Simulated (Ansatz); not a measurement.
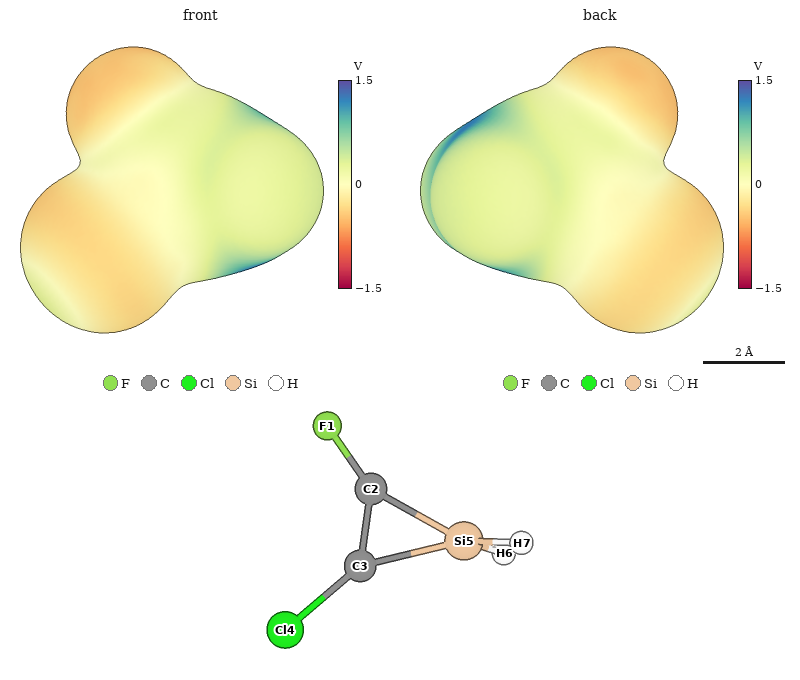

C2H2ClFSi. The molecular electrostatic potential painted on the density surface at 0.001 e/bohr³, seen from the front and from behind; the colour scale runs from red (negative) to blue (positive). The bare structure is drawn below in the same view.

These are results of Ansatz, UKS PBE0/def2-SVP, not measurements.

```yaml
atoms:
  - { symbol: F, position_ang: [1.1189, -1.3097, 1.5199] }
  - { symbol: C, position_ang: [0.4762, -0.5758, 0.6436] }
  - { symbol: C, position_ang: [-0.5203, -0.7440, -0.2264] }
  - { symbol: Cl, position_ang: [-1.5682, -1.9813, -0.7428] }
  - { symbol: Si, position_ang: [0.1367, 0.9742, -0.2558] }
  - { symbol: H, position_ang: [-0.5994, 2.1084, 0.3723] }
  - { symbol: H, position_ang: [1.0174, 1.4600, -1.3565] }
```

**Where is the surface potential most negative and most positive?**

The most negative region (about −0.5 V, or −12 kcal/mol for a unit charge) lies over F1, the most positive (about +1.2 V, or +28 kcal/mol for a unit charge) over Si5. Cl4 shows a σ-hole: about +0.3 V at the tip opposite its bond, against about −0.3 V, or −7 kcal/mol for a unit charge on its flanks.
